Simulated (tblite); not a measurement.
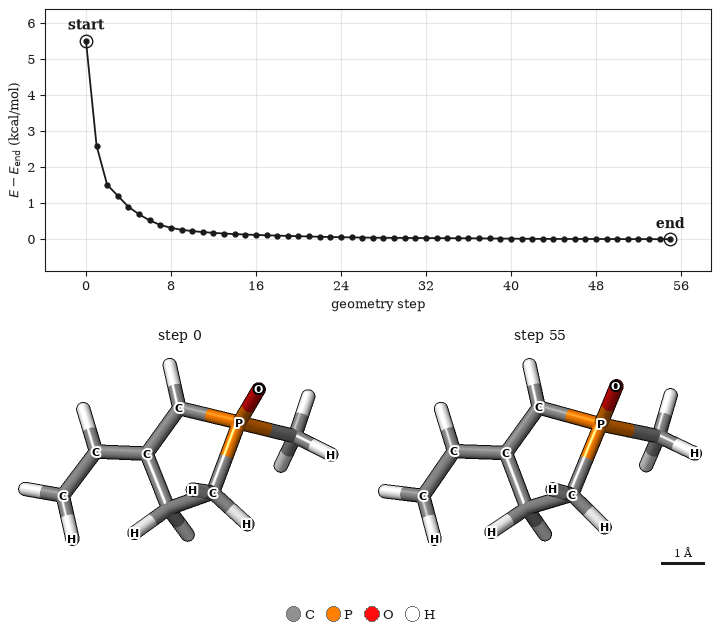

First and last geometry of a relaxation of C$_{7}$H$_{11}$OP, with the history of the run. The picture is a stick view, seen at a tilt.

Level of theory: tblite 0.8.0, GFN2-xTB geometry optimisation, gas phase. 

> Read the history and describe the run.

It converged. The largest move after the best rigid fit is that of an H atom, 0.13 Å. By element the largest moves are H 0.13 Å, O 0.13 Å, C 0.09 Å, P 0.06 Å. Some distances before and after: C–P 1.739 → 1.806 Å, C–P 1.791 → 1.836 Å, O–P 1.496 → 1.468 Å, C–P 1.819 → 1.843 Å. Among the angles between lasting bonds that change: C–P–O 126.0° → 118.6°, O–P–C 112.1° → 117.2°, C–P–C 104.6° → 107.2°. Over 55 geometry steps the energy falls by 5.52 kcal/mol. The run took 0.34 s on 1 thread of Arm Neoverse V2, on a shared host.

```json
{"step": "0", "E − E(0), kcal/mol": "0.00"}
{"step": "1", "E − E(0), kcal/mol": "-2.92"}
{"step": "2", "E − E(0), kcal/mol": "-4.01"}
{"step": "3", "E − E(0), kcal/mol": "-4.31"}
{"step": "4", "E − E(0), kcal/mol": "-4.62"}
{"step": "5", "E − E(0), kcal/mol": "-4.83"}
{"step": "6", "E − E(0), kcal/mol": "-5.00"}
{"step": "7", "E − E(0), kcal/mol": "-5.12"}
{"step": "8", "E − E(0), kcal/mol": "-5.20"}
{"step": "9", "E − E(0), kcal/mol": "-5.26"}
{"step": "10", "E − E(0), kcal/mol": "-5.29"}
{"step": "12", "E − E(0), kcal/mol": "-5.34"}
{"step": "15", "E − E(0), kcal/mol": "-5.39"}
{"step": "17", "E − E(0), kcal/mol": "-5.41"}
{"step": "19", "E − E(0), kcal/mol": "-5.43"}
{"step": "22", "E − E(0), kcal/mol": "-5.45"}
{"step": "24", "E − E(0), kcal/mol": "-5.46"}
{"step": "27", "E − E(0), kcal/mol": "-5.48"}
{"step": "29", "E − E(0), kcal/mol": "-5.48"}
{"step": "31", "E − E(0), kcal/mol": "-5.48"}
{"step": "34", "E − E(0), kcal/mol": "-5.49"}
{"step": "36", "E − E(0), kcal/mol": "-5.49"}
{"step": "38", "E − E(0), kcal/mol": "-5.50"}
{"step": "41", "E − E(0), kcal/mol": "-5.51"}
{"step": "43", "E − E(0), kcal/mol": "-5.51"}
{"step": "46", "E − E(0), kcal/mol": "-5.51"}
{"step": "48", "E − E(0), kcal/mol": "-5.51"}
{"step": "50", "E − E(0), kcal/mol": "-5.51"}
{"step": "53", "E − E(0), kcal/mol": "-5.52"}
{"step": "55", "E − E(0), kcal/mol": "-5.52"}
```
